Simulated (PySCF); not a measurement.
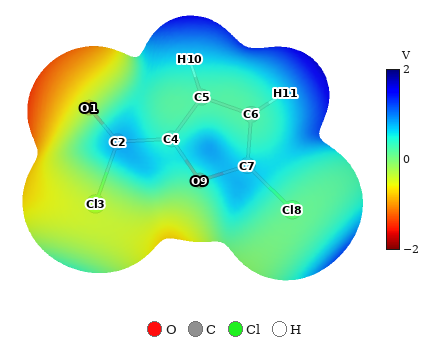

*C5H2Cl2O2 (SMILES O=C(Cl)c1ccc(Cl)o1). The molecular electrostatic potential painted on the density surface at 0.002 e/bohr³, seen across its widest extent; red is negative and blue positive.*

Geometry: GFN2-xTB.

The calculation used PBE0/pcSseg-1, SCF density, gas phase, non-relativistic in PySCF 2.14.0.

Input

```
{"job": {"kind": "nmr", "xc": "PBE0", "basis": "pcSseg-1"}, "charge": 0, "multiplicity": 1}
O      2.872339    -0.590003     0.157698
C      2.046551     0.266632     0.086263
Cl     2.505952     1.969452     0.046321
C      0.616017     0.084657     0.024171
C     -0.109684    -1.090356     0.033803
C     -1.462188    -0.724201    -0.045147
C     -1.464609     0.648536    -0.097672
Cl    -2.750868     1.741269    -0.203388
O     -0.228883     1.143006    -0.056720
H      0.297397    -2.079006     0.090379
H     -2.316601    -1.367315    -0.061672
```

Launched as:

```sh
OMP_NUM_THREADS=1 python probes_run.py task.json out
```

### Which sites attract a positive test charge, and which a negative one?

A positive charge is drawn to the negative regions and a negative charge to the positive ones. The most negative region (about −1.4 V) lies over O1, the most positive (about +1.7 V) over H11. Cl3 shows a σ-hole: about +0.3 V at the tip opposite its bond, against about −0.5 V on its flanks. Cl8 shows a σ-hole: about +1.2 V at the tip opposite its bond, against about +0.1 V on its flanks. O1 is the likeliest acceptor of a hydrogen bond.

### How polar is the molecule by this calculation?

Its dipole moment is 3.92 D.
